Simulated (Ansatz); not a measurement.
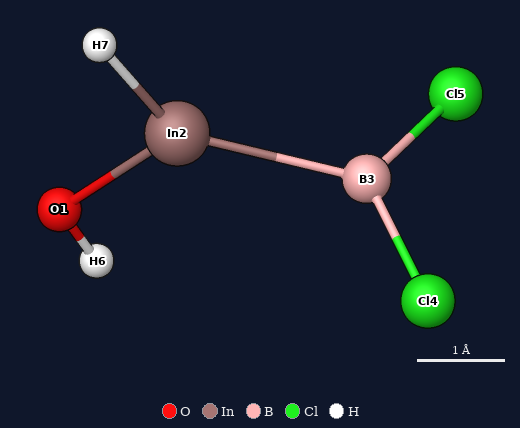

Fig. 1: The input geometry (ball-and-stick view, seen at a tilt; atoms are numbered from 1 in the order of the input). Sticks mark near contacts. Bond lengths as drawn: B–Cl 1.76 Å, B–In 2.27 Å, H–In 1.73 Å, H–O 0.98 Å and In–O 2.04 Å.

# InBH2Cl2O: nudged elastic band

- system: InBH2Cl2O
- method: UKS PBE-D4/def2-SVP (Ansatz 0.2.0)

It belongs to a series of runs on one base structure; here: band between the two ends. Figures and captions count atoms from 1; the log counts them from 0 in places.

What the program printed:
```
Engine: ansatz 0.2.0, aarch64-unknown-linux-gnu
Functional definition: PBE
  parameter kappa = 0.804
  parameter beta = 0.06672455060314922
  exchange = pbe_x(kappa = kappa, mu = beta*pi^2/3)
  correlation = pbe_c(beta = beta)
1119 factors; their error is unknown
mean field evaluation 1: about -32945.1465 eV, gradient 4.5e1 eV
mean field evaluation 2: about -32791.8643 eV, gradient 1.3e2 eV
mean field evaluation 4: about -32951.3782 eV, gradient 1.9e1 eV
mean field evaluation 8: about -32953.4534 eV, gradient 1.4e-1 eV
mean field evaluation 16: about -32953.4129 eV, gradient 3.8e-4 eV
mean field -32953.41289195 eV, -1211.0155871537 hartree, gradient 1.4e-5 eV, S^2 0.000000; 0 other end points of the search recorded, 0 dependent functions left out
the calculation of the forces begins
reference -32953.41293877 eV, -1211.0155888743 hartree; 35, 35 occupied and 65, 65 virtual orbitals, 1119 factors
1119 factors; their error is unknown
mean field evaluation 32: about -32953.6329 eV, gradient 1.6e-3 eV
mean field -32953.63286726 eV, -1211.0236710971 hartree, gradient 2.4e-5 eV, S^2 0.000000; 1 other end points of the search recorded, 0 dependent functions left out
[... from here on the field's lines of each further geometry are left out, up to the last ...]
NEB iter   1: max|band force component| = 2.084e1 eV/Å  barrier→ = 10.3226 eV  barrier← = 10.5928 eV  Δτ_max = 0.1973 Å  (911 SCF iters)
NEB iter   2: max|band force component| = 6.656e0 eV/Å  barrier→ = 4.8757 eV  barrier← = 5.1459 eV  Δτ_max = 0.1952 Å  (436 SCF iters)
NEB iter   3: max|band force component| = 3.013e0 eV/Å  barrier→ = 3.0574 eV  barrier← = 3.3276 eV  Δτ_max = 0.2000 Å  (373 SCF iters)
NEB iter   4: max|band force component| = 1.569e0 eV/Å  barrier→ = 1.9504 eV  barrier← = 2.2206 eV  Δτ_max = 0.1955 Å  (330 SCF iters)
NEB iter   5: max|band force component| = 1.504e0 eV/Å  barrier→ = 1.8105 eV  barrier← = 2.0808 eV  Δτ_max = 0.2000 Å  (326 SCF iters)
NEB iter   6: max|band force component| = 2.025e0 eV/Å  barrier→ = 1.7752 eV  barrier← = 2.0454 eV  Δτ_max = 0.0997 Å  (318 SCF iters)
NEB iter   7: max|band force component| = 1.176e0 eV/Å  barrier→ = 1.6675 eV  barrier← = 1.9377 eV  Δτ_max = 0.1020 Å  (294 SCF iters)
NEB iter   8: max|band force component| = 6.082e-1 eV/Å  barrier→ = 1.5672 eV  barrier← = 1.8374 eV  Δτ_max = 0.1002 Å  (295 SCF iters)
NEB iter   9: max|band force component| = 8.233e-1 eV/Å  barrier→ = 1.4824 eV  barrier← = 1.7526 eV  CI = image 4  Δτ_max = 0.0999 Å  (295 SCF iters)
NEB iter  10: max|band force component| = 7.254e-1 eV/Å  barrier→ = 1.5273 eV  barrier← = 1.7975 eV  CI = image 4  Δτ_max = 0.1939 Å  (295 SCF iters)
NEB iter  11: max|band force component| = 7.734e-1 eV/Å  barrier→ = 1.6045 eV  barrier← = 1.8747 eV  CI = image 4  Δτ_max = 0.1008 Å  (302 SCF iters)
NEB iter  12: max|band force component| = 6.602e-1 eV/Å  barrier→ = 1.6482 eV  barrier← = 1.9184 eV  CI = image 4  Δτ_max = 0.1003 Å  (288 SCF iters)
NEB iter  13: max|band force component| = 3.927e-1 eV/Å  barrier→ = 1.6398 eV  barrier← = 1.9101 eV  CI = image 4  Δτ_max = 0.2000 Å  (287 SCF iters)
NEB iter  14: max|band force component| = 4.038e-1 eV/Å  barrier→ = 1.6372 eV  barrier← = 1.9074 eV  CI = image 4  Δτ_max = 0.1000 Å  (291 SCF iters)
NEB iter  15: max|band force component| = 1.562e-1 eV/Å  barrier→ = 1.6313 eV  barrier← = 1.9015 eV  CI = image 4  Δτ_max = 0.0673 Å  (292 SCF iters)
NEB iter  16: max|band force component| = 8.902e-2 eV/Å  barrier→ = 1.6276 eV  barrier← = 1.8978 eV  CI = image 4  Δτ_max = 0.0652 Å  (290 SCF iters)
NEB iter  17: max|band force component| = 4.285e-2 eV/Å  barrier→ = 1.6245 eV  barrier← = 1.8947 eV  CI = image 4  Δτ_max = 0.0710 Å  (295 SCF iters)
NEB iter  18: max|band force component| = 1.553e-1 eV/Å  barrier→ = 1.6234 eV  barrier← = 1.8936 eV  CI = image 4  Δτ_max = 0.0355 Å  (33 SCF iters)
NEB iter  19: max|band force component| = 1.764e-1 eV/Å  barrier→ = 1.6219 eV  barrier← = 1.8921 eV  CI = image 4  Δτ_max = 0.0358 Å  (286 SCF iters)
NEB iter  20: max|band force component| = 2.184e-1 eV/Å  barrier→ = 1.6209 eV  barrier← = 1.8911 eV  CI = image 4  Δτ_max = 0.0720 Å  (289 SCF iters)
NEB iter  21: max|band force component| = 2.123e-1 eV/Å  barrier→ = 1.6197 eV  barrier← = 1.8899 eV  CI = image 4  Δτ_max = 0.0358 Å  (285 SCF iters)
NEB iter  22: max|band force component| = 9.242e-2 eV/Å  barrier→ = 1.6191 eV  barrier← = 1.8893 eV  CI = image 4  Δτ_max = 0.0696 Å  (296 SCF iters)
NEB iter  23: max|band force component| = 6.300e-2 eV/Å  barrier→ = 1.6188 eV  barrier← = 1.8890 eV  CI = image 4  Δτ_max = 0.0385 Å  (286 SCF iters)
NEB iter  24: max|band force component| = 6.083e-2 eV/Å  barrier→ = 1.6186 eV  barrier← = 1.8888 eV  CI = image 4  Δτ_max = 0.0335 Å  (286 SCF iters)
the calculation of the forces begins
reference -32953.61597993 eV, -1211.0230504994 hartree; 35, 35 occupied and 65, 65 virtual orbitals, 1119 factors
1119 factors; their error is unknown
mean field evaluation 2112: about -32945.1256 eV, gradient 2.9e1 eV
mean field -32951.79976574 eV, -1210.9563058590 hartree, gradient 1.4e-5 eV, S^2 0.000000; 3 other end points of the search recorded, 0 dependent functions left out
the calculation of the forces begins
reference -32951.79980830 eV, -1210.9563074228 hartree; 35, 35 occupied and 65, 65 virtual orbitals, 1119 factors
NEB iter  25: max|band force component| = 4.810e-2 eV/Å  barrier→ = 1.6184 eV  barrier← = 1.8886 eV  CI = image 4  Δτ_max = 0.0000 Å  (688 SCF iters)
```

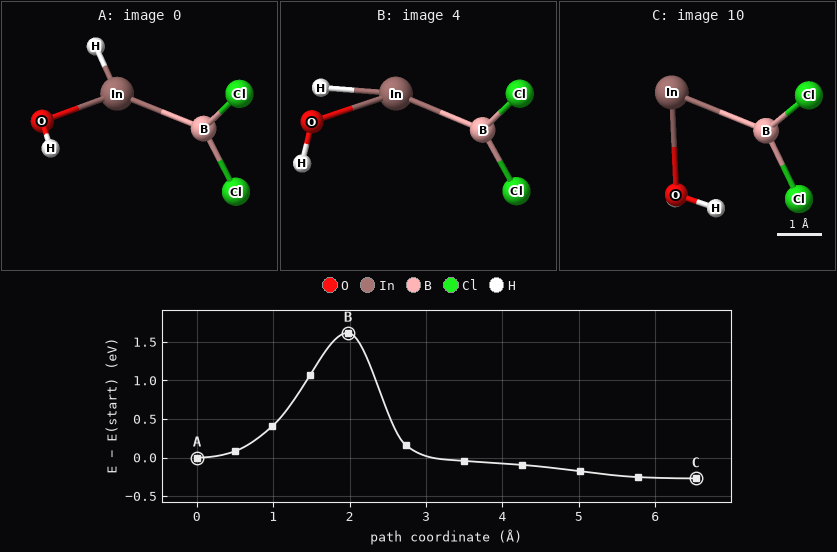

Fig. 2: Images of the last band (counted from 0; ball-and-stick, seen at a tilt) above the energy along the path; the line is a cubic interpolation that uses the forces. The highest image is number 4, 1.618 eV above the start and 1.889 eV above the end (the climbing image); the end lies 0.270 eV below the start. The path is 6.53 Å long. The band converged in 25 iterations.

```
Total energy: -32951.98673810 eV, -1210.9631769662 hartree
Atom 0 at    -1.145896    -1.338653    -1.317082 Å, force    -0.004127    -0.002440     0.002423 eV/Å
Atom 1 at    -0.852443     0.501191    -0.100814 Å, force     0.007831     0.002541    -0.002446 eV/Å
Atom 2 at     1.017780     0.656226     1.245052 Å, force    -0.005743    -0.002645     0.005525 eV/Å
Atom 3 at     0.991262     0.074252     2.907345 Å, force     0.002873    -0.001193    -0.000606 eV/Å
Atom 4 at     2.458936     1.499613     0.673261 Å, force    -0.001799     0.003043    -0.002120 eV/Å
Atom 5 at    -0.476270    -1.518377    -2.013475 Å, force     0.000870    -0.000700    -0.001191 eV/Å
Atom 6 at    -1.932168     0.057850    -1.439988 Å, force     0.000095     0.001393    -0.001585 eV/Å
Dipole moment:     0.265615     0.233890    -0.018351 e Å
this run last wrote the band of iteration 25 to [file]; this run last wrote the band within `neb.f_tol` of iteration 17 to [file]
```

The last band as extended XYZ (Å, eV, eV/Å):
```
7
Properties=species:S:1:pos:R:3:forces:R:3 image=0 energy=-32953.60511
O    -0.7650   -1.5138   -1.5166    0.0005  -0.0002  -0.0054
In   -0.8591    0.2033   -0.4242    0.0048   0.0028   0.0063
B     0.8645    0.6480    0.9898   -0.0027  -0.0097  -0.0058
Cl    0.8809    0.0000    2.6268   -0.0037   0.0002   0.0052
Cl    2.2326    1.6261    0.4696    0.0043   0.0064  -0.0038
H     0.0522   -2.0141   -1.3298    0.0002  -0.0003   0.0034
H    -2.3448    0.9825   -0.8613   -0.0034   0.0009   0.0001
7
Properties=species:S:1:pos:R:3:forces:R:3 image=1 energy=-32953.52435
O    -0.8698   -1.5384   -1.4641    0.0309   0.0378  -0.1500
In   -0.8039    0.1736   -0.3637   -0.0136  -0.0429  -0.0627
B     0.8970    0.6738    1.0778   -0.0117  -0.0310  -0.0493
Cl    0.8417    0.1745    2.7652   -0.0559  -0.0112  -0.0575
Cl    2.3129    1.5710    0.5361   -0.0389  -0.0061  -0.0359
H    -0.0134   -1.9535   -1.6661    0.1463  -0.1263   0.1723
H    -2.3034    0.8310   -0.9309   -0.0572   0.1797   0.1831
7
Properties=species:S:1:pos:R:3:forces:R:3 image=2 energy=-32953.19730
O    -0.9208   -1.5522   -1.3113    0.1407  -0.1286  -0.0830
In   -0.7870    0.2231   -0.3015    0.0545  -0.2062  -0.1834
B     0.9208    0.6899    1.1633   -0.0895  -0.0567  -0.0923
Cl    0.8944    0.1408    2.8350   -0.1037   0.0006  -0.0948
Cl    2.3562    1.5505    0.6130   -0.0688   0.0095  -0.0601
H    -0.1773   -1.7756   -1.8952    0.3121  -0.2477   0.1379
H    -2.2250    0.6556   -1.1490   -0.2452   0.6290   0.3757
7
Properties=species:S:1:pos:R:3:forces:R:3 image=3 energy=-32952.53492
O    -1.0127   -1.4546   -1.2783    0.3684  -0.3395   0.1101
In   -0.8060    0.3313   -0.2080    0.1926  -0.5264  -0.3292
B     0.9680    0.6871    1.2200   -0.1523   0.0409  -0.0773
Cl    0.9573    0.1033    2.8791   -0.0914  -0.0077  -0.0955
Cl    2.4146    1.5189    0.6512   -0.1020  -0.0163  -0.0548
H    -0.3604   -1.6246   -1.9794    0.3458  -0.2815   0.0682
H    -2.0995    0.3706   -1.3304   -0.5611   1.1304   0.3786
7
Properties=species:S:1:pos:R:3:forces:R:3 image=4 energy=-32951.98670
O    -1.1459   -1.3387   -1.3171   -0.0041  -0.0024   0.0024
In   -0.8524    0.5012   -0.1008    0.0078   0.0025  -0.0024
B     1.0178    0.6562    1.2451   -0.0057  -0.0026   0.0055
Cl    0.9913    0.0743    2.9073    0.0029  -0.0012  -0.0006
Cl    2.4589    1.4996    0.6733   -0.0018   0.0030  -0.0021
H    -0.4763   -1.5184   -2.0135    0.0009  -0.0007  -0.0012
H    -1.9322    0.0578   -1.4400    0.0001   0.0014  -0.0016
7
Properties=species:S:1:pos:R:3:forces:R:3 image=5 energy=-32953.44354
O    -1.2603   -1.2364   -1.3692   -0.1667   0.1421  -0.0775
In   -0.9748    0.8511    0.0761   -0.1503   0.4755   0.2168
B     1.0653    0.6272    1.2873    0.0515  -0.0366   0.0597
Cl    1.0886    0.0232    2.9588    0.1158  -0.0235   0.0699
Cl    2.5165    1.4939    0.7220    0.1036  -0.0249   0.0426
H    -0.5712   -1.3759   -2.0533   -0.1360   0.1484  -0.0151
H    -1.8029   -0.4509   -1.6674    0.1820  -0.6810  -0.2964
7
Properties=species:S:1:pos:R:3:forces:R:3 image=6 energy=-32953.64670
O    -1.1053   -1.0235   -1.2990    0.0137   0.0237   0.0633
In   -1.2733    1.0126    0.3111   -0.0309   0.0296   0.0216
B     0.9650    0.6454    1.2697   -0.0111  -0.0051   0.0062
Cl    1.1889   -0.1704    2.8452    0.0052  -0.0079  -0.0220
Cl    2.4403    1.4177    0.6106    0.0032  -0.0219  -0.0197
H    -0.3284   -1.1697   -1.8729    0.0155   0.0186   0.0089
H    -1.8260   -0.7800   -1.9104    0.0045  -0.0369  -0.0583
7
Properties=species:S:1:pos:R:3:forces:R:3 image=7 energy=-32953.69942
O    -0.9802   -0.8822   -1.2662    0.0069   0.0117   0.0060
In   -1.5485    0.8429    0.5788   -0.0185   0.0024   0.0117
B     0.8164    0.5637    1.2534   -0.0175  -0.0195   0.0161
Cl    1.3117   -0.2509    2.7648    0.0013   0.0104  -0.0147
Cl    2.1740    1.2670    0.3100   -0.0105  -0.0271  -0.0417
H    -0.0996   -0.8041   -1.6813    0.0226   0.0235   0.0308
H    -1.6126   -0.8042   -2.0052    0.0157  -0.0016  -0.0082
7
Properties=species:S:1:pos:R:3:forces:R:3 image=8 energy=-32953.78170
O    -0.8444   -0.7944   -1.2630    0.0226   0.0194  -0.0011
In   -1.7402    0.5612    0.7389   -0.0251  -0.0130   0.0135
B     0.6814    0.4444    1.2803   -0.0215  -0.0168  -0.0045
Cl    1.4677   -0.1853    2.7456    0.0157   0.0244   0.0082
Cl    1.8384    1.0608    0.0263   -0.0396  -0.0697  -0.0638
H     0.0387   -0.4423   -1.4998    0.0163   0.0411   0.0522
H    -1.3804   -0.7123   -2.0740    0.0317   0.0147  -0.0045
7
Properties=species:S:1:pos:R:3:forces:R:3 image=9 energy=-32953.85787
O    -0.8158   -0.7040   -1.3237   -0.0064  -0.0024   0.0061
In   -1.8269    0.1021    0.8610   -0.0041  -0.0190   0.0040
B     0.6442    0.3229    1.2694   -0.0035  -0.0094   0.0047
Cl    1.5397    0.1472    2.7920    0.0011   0.0247   0.0036
Cl    1.7107    0.7860   -0.1424   -0.0008  -0.0265  -0.0174
H     0.0657   -0.2615   -1.3434    0.0024   0.0108   0.0063
H    -1.2564   -0.4606   -2.1586    0.0113   0.0218  -0.0073
7
Properties=species:S:1:pos:R:3:forces:R:3 image=10 energy=-32953.87532
O    -0.8552   -0.6336   -1.4164   -0.0041   0.0000  -0.0021
In   -1.7736   -0.3445    0.9296    0.0054   0.0002   0.0009
B     0.6644    0.2514    1.2619    0.0087   0.0033  -0.0009
Cl    1.4656    0.5466    2.8195   -0.0041  -0.0004  -0.0017
Cl    1.7792    0.5034   -0.1667   -0.0128  -0.0043   0.0032
H     0.0609   -0.2684   -1.3428    0.0058   0.0005  -0.0001
H    -1.2801   -0.1228   -2.1308    0.0012   0.0008   0.0007
```

The run was set up as follows.

Input:
```yaml
crystal:
  periodic: [false, false, false]
  atoms:
    - { symbol: O, position_ang: [-0.765028, -1.51379, -1.516618] }
    - { symbol: In, position_ang: [-0.859122, 0.203344, -0.424197] }
    - { symbol: B, position_ang: [0.864494, 0.647961, 0.989762] }
    - { symbol: Cl, position_ang: [0.880943, 3.0e-05, 2.6268] }
    - { symbol: Cl, position_ang: [2.232583, 1.626144, 0.469621] }
    - { symbol: H, position_ang: [0.052175, -2.014119, -1.329816] }
    - { symbol: H, position_ang: [-2.344844, 0.982531, -0.861253] }
magnetization:
  spin_polarized: true
basis:
  gaussian: { orbitals: def2-SVP }
hamiltonian:
  xc: pbe
  dispersion: d4
neb:
  order_check: false
  images: 9
  f_tol: 0.05
  max_iterations: 38
  final_atoms:
    - { symbol: O, position_ang: [-0.85520849, -0.63357411, -1.41644876] }
    - { symbol: In, position_ang: [-1.77358643, -0.34449109, 0.92958303] }
    - { symbol: B, position_ang: [0.66438551, 0.25142575, 1.26186034] }
    - { symbol: Cl, position_ang: [1.46560322, 0.546628, 2.81954842] }
    - { symbol: Cl, position_ang: [1.77919022, 0.5033672, -0.16668593] }
    - { symbol: H, position_ang: [0.06087277, -0.26841198, -1.34278845] }
    - { symbol: H, position_ang: [-1.2800558, -0.12284276, -2.13076964] }
  initial_path:
    images:
      - { positions_ang: [[-0.765028, -1.51379, -1.516618], [-0.859122, 0.203344, -0.424197], [0.864494, 0.647961, 0.989762], [0.880943, 3.0e-05, 2.6268], [2.232583, 1.626144, 0.469621], [0.052175, -2.014119, -1.329816], [-2.344844, 0.982531, -0.861253]] }
      - { positions_ang: [[-0.77987759, -1.39889524, -1.45842244], [-0.84291796, 0.22035177, -0.35166967], [0.83282952, 0.74060495, 1.03929259], [0.81890237, -0.09089636, 2.53851274], [2.18451663, 1.53554403, 0.35178302], [0.03442065, -1.87971188, -1.26653457], [-2.18667262, 0.80510372, -0.89866267]] }
      - { positions_ang: [[-0.79472718, -1.28400047, -1.40022689], [-0.82671393, 0.23735954, -0.27914235], [0.80116504, 0.83324891, 1.08882319], [0.75686173, -0.18182273, 2.45022549], [2.13645027, 1.44494406, 0.23394503], [0.0166663, -1.74530476, -1.20325314], [-2.02850124, 0.62767644, -0.93607234]] }
      - { positions_ang: [[-0.80957677, -1.16910571, -1.34203133], [-0.81050989, 0.25436731, -0.20661502], [0.76950056, 0.92589286, 1.13835378], [0.6948211, -0.27274909, 2.36193823], [2.0883839, 1.3543441, 0.11610705], [-0.00108805, -1.61089764, -1.1399717], [-1.87032986, 0.45024917, -0.97348201]] }
      - { positions_ang: [[-0.82442636, -1.05421094, -1.28383578], [-0.79430585, 0.27137508, -0.1340877], [0.73783608, 1.01853682, 1.18788438], [0.63278047, -0.36367545, 2.27365098], [2.04031754, 1.26374413, -0.00173093], [-0.01884239, -1.47649052, -1.07669027], [-1.71215848, 0.27282189, -1.01089168]] }
      - { positions_ang: [[-0.83927595, -0.93931618, -1.22564022], [-0.77810182, 0.28838286, -0.06156037], [0.7061716, 1.11118077, 1.23741497], [0.57073983, -0.45460182, 2.18536372], [1.99225117, 1.17314416, -0.11956891], [-0.03659674, -1.3420834, -1.01340884], [-1.5539871, 0.09539461, -1.04830135]] }
      - { positions_ang: [[-0.84246245, -0.87816776, -1.26380193], [-0.97719874, 0.16180807, 0.13666831], [0.69781438, 0.93922977, 1.24230404], [0.74971251, -0.25435585, 2.31220066], [1.94963898, 1.03918877, -0.12899232], [-0.01710284, -1.12734912, -1.07928476], [-1.49920084, 0.05174714, -1.264795]] }
      - { positions_ang: [[-0.84564896, -0.81701935, -1.30196364], [-1.17629566, 0.03523328, 0.33489699], [0.68945716, 0.76727876, 1.24719312], [0.92868519, -0.05410989, 2.4390376], [1.90702679, 0.90523338, -0.13841572], [0.00239106, -0.91261483, -1.14516068], [-1.44441458, 0.00809966, -1.48128866]] }
      - { positions_ang: [[-0.84883547, -0.75587094, -1.34012534], [-1.37539259, -0.09134151, 0.53312567], [0.68109995, 0.59532776, 1.25208219], [1.10765786, 0.14613607, 2.56587454], [1.8644146, 0.77127798, -0.14783913], [0.02188497, -0.69788055, -1.21103661], [-1.38962832, -0.03554781, -1.69778232]] }
      - { positions_ang: [[-0.85202198, -0.69472253, -1.37828705], [-1.57448951, -0.2179163, 0.73135435], [0.67274273, 0.42337675, 1.25697127], [1.28663054, 0.34638204, 2.69271148], [1.82180241, 0.63732259, -0.15726253], [0.04137887, -0.48314627, -1.27691253], [-1.33484206, -0.07919529, -1.91427598]] }
      - { positions_ang: [[-0.85520849, -0.63357411, -1.41644876], [-1.77358643, -0.34449109, 0.92958303], [0.66438551, 0.25142575, 1.26186034], [1.46560322, 0.546628, 2.81954842], [1.77919022, 0.5033672, -0.16668593], [0.06087277, -0.26841198, -1.34278845], [-1.2800558, -0.12284276, -2.13076964]] }
```

Run as:
```bash
ansatz run input.yaml --threads 2 --pin off --max-ram 3072MiB --backend cpu --events-out ev --progress --plain --runs-dir out
```

Results in brief:

| quantity | value |
| --- | --- |
| outcome | converged |
| barrier, forward | 1.618 eV |
| barrier, backward | 1.889 eV |
| hardware | 2 threads of Arm Neoverse V1, 24 GiB of memory available, shared host |
| wall time | 14 min (CPU time 28 min) |
| peak memory | 0.26 GiB |

Remarks:

The order of the saddle point was not checked.
